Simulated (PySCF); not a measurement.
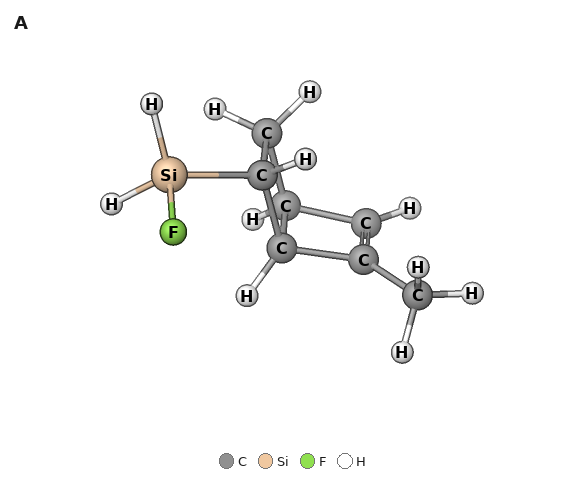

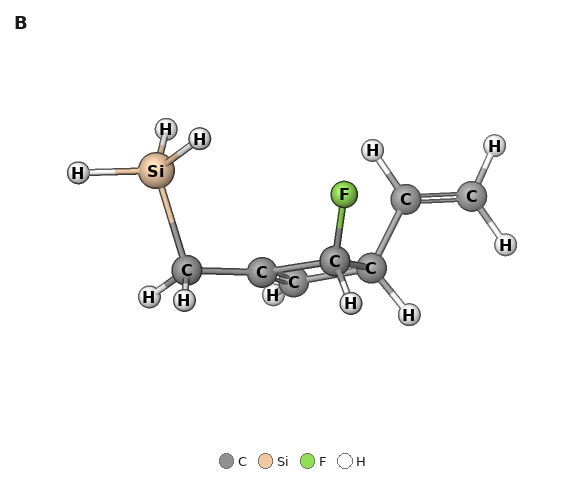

2 stationary structures of one formula. Geometries: GFN2-xTB. Electronic energies: PBE0/pcSseg-1 (PySCF 2.14.0), without zero-point energy. No frequency run is at hand to confirm each as a minimum. Each is one conformer, not always the lowest.

How are they related?

Answer. They are constitutional isomers of C7H11FSi: A `CC1=C[C@@H]2C[C@@H]([SiH2]F)[C@H]12`, B `C=C[C@@H]1C=C(C[SiH3])[C@@H]1F`.

Which is lowest in energy, and by how much?

Answer. A is lowest; B lies 1.730 eV above it.

The geometry is semi-empirical. Around Si such bond lengths and angles can be off by a tenth of an ångström or more and by several degrees, and values that hang on the shape move with them.
